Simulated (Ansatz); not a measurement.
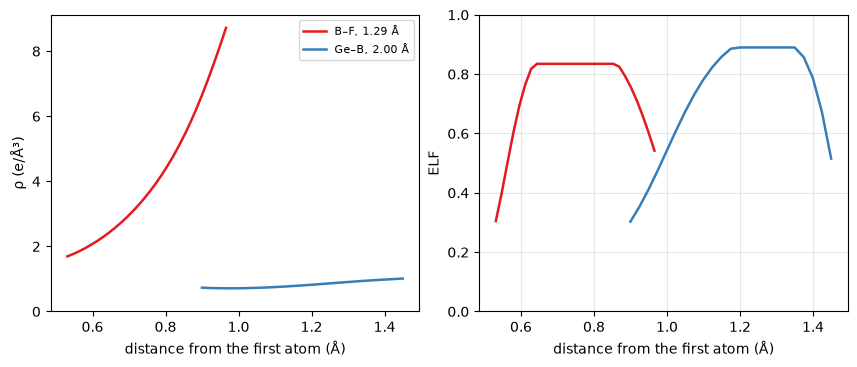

Figure. BFGe. Total electron density and electron localisation function along straight lines between neighbouring atoms. The curves leave out the atomic cores.

Geometry: B3LYP-D3(BJ)/def2-SVP.

Theory: Ansatz, isolated molecule in a Gaussian basis; Kohn-Sham density functional theory, functional PBE0.

### Compare the contacts.

B–F (1.29 Å): ρ at the midpoint is about 2.4 e/Å³; the ELF peaks at about 0.85 between the atoms: a short, strongly polar bond.
Ge–B (2.00 Å): ρ at the midpoint is about 0.71 e/Å³; the ELF peaks at about 0.90 between the atoms.
